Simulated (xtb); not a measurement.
**Run report: C2H6ClSi2 (charge −1), geometry relaxation (part 2 of 3)**

Continued. System: C2H6ClSi2, charge −1, SMILES Cl[SiH-][SiH]1CC1. Method: GFN2-xTB (xtb 6.7.1). The geometry comes from this level: GFN2-xTB.

Geometry of the input (Å):
```
Cl -0.5532  2.3102  3.0086
Si -1.1119  1.6511  0.9295
Si 0.5480  0.2431  0.4112
C  -0.1212  -1.4506  -0.1244
C  0.1833  -0.5323  -1.2814
H  -0.5873  2.9401  0.3446
H  2.0048  -0.0838  0.5462
H  0.4983  -2.3375  -0.0589
H  -1.1676  -1.6967  0.0133
H  0.9825  -0.8510  -1.9389
H  -0.6756  -0.1925  -1.8499
```

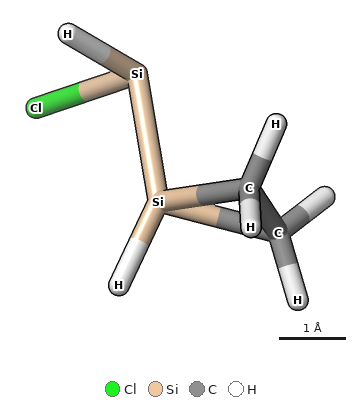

The structure as given in the input (stick view, seen at a tilt).

### What the program printed, continued
```
........................................................................
.............................. CYCLE    4 ..............................
........................................................................

 iter      E             dE          RMSdq      gap      omega  full diag
   1    -15.6523762 -0.156524E+02  0.101E-02    3.02       0.0  T
   2    -15.6523762 -0.108790E-07  0.642E-03    3.02       4.7  T
   3    -15.6523762  0.701124E-08  0.265E-03    3.02      11.4  T
   4    -15.6523762 -0.112028E-07  0.939E-04    3.02      32.1  T
   5    -15.6523762  0.147143E-08  0.691E-04    3.02      43.6  T
     SCC iter.                  ...        0 min,  0.003 sec
     gradient                   ...        0 min,  0.003 sec
 * total energy  :   -15.5156482 Eh     change       -0.1631630E-06 Eh
   gradient norm :     0.0003878 Eh/α   predicted    -0.3939841E-06 ( 141.47%)
   displ. norm   :     0.0022931 α      lambda       -0.4493108E-06
   maximum displ.:     0.0014001 α      in ANC's #14, #12, #17, ...

........................................................................
.............................. CYCLE    5 ..............................
........................................................................

 iter      E             dE          RMSdq      gap      omega  full diag
   1    -15.6522701 -0.156523E+02  0.641E-03    3.02       0.0  T
   2    -15.6522701 -0.141622E-07  0.443E-03    3.02       6.8  T
   3    -15.6522701  0.363057E-08  0.260E-03    3.02      11.6  T
   4    -15.6522701 -0.714584E-08  0.868E-04    3.02      34.7  T
   5    -15.6522701  0.713266E-09  0.524E-04    3.02      57.5  T
     SCC iter.                  ...        0 min,  0.004 sec
     gradient                   ...        0 min,  0.003 sec
 * total energy  :   -15.5156483 Eh     change       -0.1034177E-06 Eh
   gradient norm :     0.0003162 Eh/α   predicted    -0.2252514E-06 ( 117.81%)
   displ. norm   :     0.0031678 α      lambda       -0.2932417E-06
   maximum displ.:     0.0018835 α      in ANC's #11, #2, #4, ...

........................................................................
.............................. CYCLE    6 ..............................
........................................................................

 iter      E             dE          RMSdq      gap      omega  full diag
   1    -15.6522586 -0.156523E+02  0.502E-03    3.02       0.0  T
   2    -15.6522586 -0.361580E-08  0.347E-03    3.02       8.7  T
   3    -15.6522586  0.475634E-08  0.142E-03    3.02      21.2  T
   4    -15.6522586 -0.367186E-08  0.584E-04    3.02      51.6  T
   5    -15.6522586 -0.202059E-08  0.524E-04    3.02      57.5  T
     SCC iter.                  ...        0 min,  0.003 sec
     gradient                   ...        0 min,  0.003 sec
 * total energy  :   -15.5156484 Eh     change       -0.9511320E-07 Eh
   gradient norm :     0.0001227 Eh/α   predicted    -0.1468410E-06 (  54.39%)
   displ. norm   :     0.0022867 α      lambda       -0.1085883E-06
   maximum displ.:     0.0012040 α      in ANC's #4, #11, #5, ...

   *** GEOMETRY OPTIMIZATION CONVERGED AFTER 6 ITERATIONS ***

------------------------------------------------------------------------
 total energy gain   :        -0.0000007 Eh       -0.0004 kcal/mol
 total RMSD          :         0.0023751 a0        0.0013 Å
 total power (kW/mol):        -0.0002956 (step)   -0.0348 (real)
------------------------------------------------------------------------

 ANCopt (total)                0 d,  0 h,  0 min,  0.051 sec
 optimizer setup                ...        0 min,  0.000 sec (  0.132%)
 model hessian                  ...        0 min,  0.001 sec (  1.263%)
 ANC generation                 ...        0 min,  0.000 sec (  0.383%)
 coordinate transformation      ...        0 min,  0.000 sec (  0.121%)
 single point calculation       ...        0 min,  0.048 sec ( 94.801%)
 optimization log               ...        0 min,  0.000 sec (  0.934%)
 hessian update                 ...        0 min,  0.000 sec (  0.094%)
 rational function              ...        0 min,  0.001 sec (  1.150%)

================
 final structure:
================
11
 xtb: 6.7.1
Cl          -0.55318257807882        2.31167914587569        3.00944395472802
Si          -1.11156410766374        1.65027131233037        0.93063588216382
Si           0.54843670133089        0.24249286212739        0.41103268097563
C           -0.12123311806216       -1.45100130527932       -0.12438323476131
C            0.18328453734242       -0.53249798729886       -1.28149262557318
H           -0.58845501962501        2.93983731040948        0.34389991235781
H            2.00545040064685       -0.08370860274189        0.54503872692839
H            0.49737814336201       -2.33890959764962       -0.05910724744570
H           -1.16816368522707       -1.69583006412953        0.01454788917468
H            0.98359863838273       -0.84968691458816       -1.93933821519485
H           -0.67554991240811       -0.19265615905556       -1.85026772335332

 Bond Distances (Angstroems)
 ---------------------------
Cl1-Si2=2.2518       Si2-Cl1=2.2518       Si2-Si3=2.2377       Si2-H6=1.5103        Si3-Si2=2.2377       Si3-C4=1.8982
Si3-C5=1.8970        Si3-H7=1.4991        C4-Si3=1.8982        C4-C5=1.5084         C4-H8=1.0841         C4-H9=1.0841
C5-Si3=1.8970        C5-C4=1.5084         C5-H10=1.0835        C5-H11=1.0847        H6-Si2=1.5103        H7-Si3=1.4991
H8-C4=1.0841         H9-C4=1.0841         H10-C5=1.0835        H11-C5=1.0847
 C  H  Rav=1.0841 sigma=0.0004  Rmin=1.0835  Rmax=1.0847     4
 C  C  Rav=1.5084 sigma=0.0000  Rmin=1.5084  Rmax=1.5084     1
 Si H  Rav=1.5047 sigma=0.0056  Rmin=1.4991  Rmax=1.5103     2
 Si C  Rav=1.8976 sigma=0.0006  Rmin=1.8970  Rmax=1.8982     2
 Si Si Rav=2.2377 sigma=0.0000  Rmin=2.2377  Rmax=2.2377     1
 Cl Si Rav=2.2518 sigma=0.0000  Rmin=2.2518  Rmax=2.2518     1

 selected bond angles (degree)
 --------------------
Si3-Si2-Cl1=102.43             H6-Si2-Cl1= 91.26              H6-Si2-Si3=100.95              C4-Si3-Si2=111.41
C5-Si3-Si2=108.75              C5-Si3-C4= 46.84               H7-Si3-Si2=146.84              H7-Si3-C4=100.02
H7-Si3-C5=100.25               C5-C4-Si3= 66.54               H8-C4-Si3=120.82               H8-C4-C5=115.45
H9-C4-Si3=120.40               H9-C4-C5=115.52                H9-C4-H8=111.00                C4-C5-Si3= 66.62
H10-C5-Si3=121.27              H10-C5-C4=115.89               H11-C5-Si3=119.49              H11-C5-C4=115.67
H11-C5-H10=110.99

 selected dihedral angles (degree)
 ---------------------------------
C4-Si3-Si2-Cl1=125.76         C4-Si3-Si2-H6=219.52          C5-Si3-Si2-Cl1=175.76         C5-Si3-Si2-H6=269.52
H7-Si3-Si2-Cl1=325.41         H7-Si3-Si2-H6= 59.17          C5-C4-Si3-Si2= 96.06          C5-C4-Si3-H7=265.29
H8-C4-Si3-Si2=202.71          H8-C4-Si3-C5=106.65           H8-C4-Si3-H7= 11.94           H9-C4-Si3-Si2=349.21
H9-C4-Si3-C5=253.15           H9-C4-Si3-H7=158.45           C4-C5-Si3-Si2=257.86          C4-C5-Si3-H7= 94.17
H10-C5-Si3-Si2=150.77         H10-C5-Si3-C4=252.90          H10-C5-Si3-H7=347.08          H11-C5-Si3-Si2=  5.18
H11-C5-Si3-C4=107.32          H11-C5-Si3-H7=201.49          Si3-C5-C4-H8=245.66           Si3-C5-C4-H9=113.83
H10-C5-C4-Si3=114.76          H10-C5-C4-H8=  0.43           H10-C5-C4-H9=228.60           H11-C5-C4-Si3=247.22
H11-C5-C4-H8=132.88           H11-C5-C4-H9=  1.05
           -------------------------------------------------
          |                Final Singlepoint                |
           -------------------------------------------------

          ...................................................
          :                      SETUP                      :
          :.................................................:
          :  # basis functions                  44          :
          :  # atomic orbitals                  41          :
          :  # shells                           19          :
          :  # electrons                        30          :
          :  max. iterations                   250          :
          :  Hamiltonian                  GFN2-xTB          :
          :  restarted?                      false          :
          :  GBSA solvation                  false          :
          :  PC potential                    false          :
          :  electronic temp.          300.0000000     K    :
          :  accuracy                    1.0000000          :
          :  -> integral cutoff          0.2500000E+02      :
          :  -> integral neglect         0.1000000E-07      :
          :  -> SCF convergence          0.1000000E-05 Eh   :
          :  -> wf. convergence          0.1000000E-03 e    :
          :  Broyden damping             0.4000000          :
          :  net charge                         -1          :
          :  unpaired electrons                  0          :
          ...................................................

 iter      E             dE          RMSdq      gap      omega  full diag
   1    -15.6522586 -0.156523E+02  0.172E-04    3.02       0.0  T
   2    -15.6522586 -0.190266E-10  0.126E-04    3.02     238.6  T
   3    -15.6522586  0.104805E-12  0.111E-04    3.02     272.0  T

   *** convergence criteria satisfied after 3 iterations ***

         #    Occupation            Energy/Eh            Energy/eV
      -------------------------------------------------------------
         1        2.0000           -0.8655009             -23.5515
       ...           ...                  ...                  ...
         9        2.0000           -0.2551652              -6.9434
        10        2.0000           -0.2469125              -6.7188
        11        2.0000           -0.2447781              -6.6608
        12        2.0000           -0.2378277              -6.4716
        13        2.0000           -0.2059389              -5.6039
        14        2.0000           -0.1728161              -4.7026
        15        2.0000           -0.1549034              -4.2151 (HOMO)
        16                         -0.0439576              -1.1961 (LUMO)
        17                         -0.0339648              -0.9242
        18                         -0.0112554              -0.3063
        19                          0.0530185               1.4427
        20                          0.0609046               1.6573
       ...                                ...                  ...
        41                          1.4688889              39.9705
      -------------------------------------------------------------
                  HL-Gap            0.1109458 Eh            3.0190 eV
             Fermi-level           -0.0994305 Eh           -2.7056 eV

 SCC (total)                   0 d,  0 h,  0 min,  0.006 sec
 SCC setup                      ...        0 min,  0.000 sec (  1.273%)
 Dispersion                     ...        0 min,  0.000 sec (  0.556%)
 classical contributions        ...        0 min,  0.000 sec (  0.212%)
 integral evaluation            ...        0 min,  0.001 sec ( 21.719%)
 iterations                     ...        0 min,  0.002 sec ( 29.047%)
 molecular gradient             ...        0 min,  0.003 sec ( 45.771%)
 printout                       ...        0 min,  0.000 sec (  1.245%)

         :::::::::::::::::::::::::::::::::::::::::::::::::::::
         ::                     SUMMARY                     ::
         :::::::::::::::::::::::::::::::::::::::::::::::::::::
         :: total energy             -15.515648398676 Eh    ::
         :: gradient norm              0.000121710065 Eh/a0 ::
         :: HOMO-LUMO gap              3.018988983192 eV    ::
         ::.................................................::
         :: SCC energy               -15.652245609099 Eh    ::
         :: -> isotropic ES            0.121251826275 Eh    ::
         :: -> anisotropic ES         -0.008108552321 Eh    ::
         :: -> anisotropic XC         -0.020360306030 Eh    ::
         :: -> dispersion             -0.009546645725 Eh    ::
         :: repulsion energy           0.136597210423 Eh    ::
         :: add. restraining           0.000000000000 Eh    ::
         :: total charge              -1.000000000000 e     ::
         :::::::::::::::::::::::::::::::::::::::::::::::::::::

           -------------------------------------------------
          |                Numerical Hessian                |
           -------------------------------------------------
step length          :   0.00500
SCC accuracy         :   0.30000
Hessian scale factor :   1.00000
frozen atoms in %    :   0.00000    0
RMS gradient         :   0.00012
estimated CPU  time      0.01 min

writing file <hessian>.

 projected vibrational frequencies (cm⁻¹)
eigval :       -0.00    -0.00    -0.00    -0.00     0.00     0.00
eigval :       52.88    90.96   155.85   157.05   272.46   545.19
eigval :      562.59   588.20   658.09   683.21   726.87   734.53
eigval :      745.11   786.51   888.35  1013.57  1052.22  1111.56
eigval :     1201.38  1471.49  1490.89  1802.30  1916.48  2986.83
eigval :     3001.05  3011.60  3019.03
           -------------------------------------------------
          |                Property Printout                |
           -------------------------------------------------

    * Orbital Energies and Occupations
```
